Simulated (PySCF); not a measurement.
Ionisation energy of neutral iron ([Ar] 3d⁶ 4s² → [Ar] 3d⁶ 4s). PySCF, aug-cc-pVDZ, non-relativistic, unrestricted single determinants, no spin-orbit coupling. Methods marked “valence” freeze 18 core electrons.

By method:

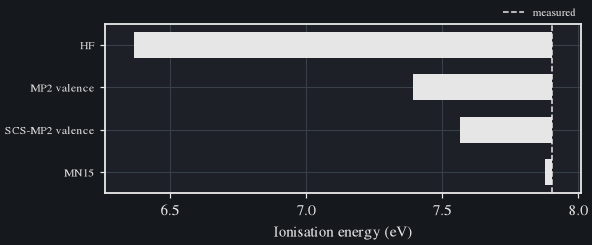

```tsv
Method	Ionisation energy (eV)
HF	6.37
MN15	7.88
MP2 valence	7.39
SCS-MP2 valence	7.57
```

The values run from 6.37 eV (HF) to 7.88 eV (MN15). The measured value is 7.90 eV; nearest to it come MN15 (−0.03) and SCS-MP2 valence (−0.34), furthest HF (−1.53 eV).

Note: configuration mixed in the SCF; determinant is not a pure L term; spin-orbit shift not estimated; relativistic shift absent.
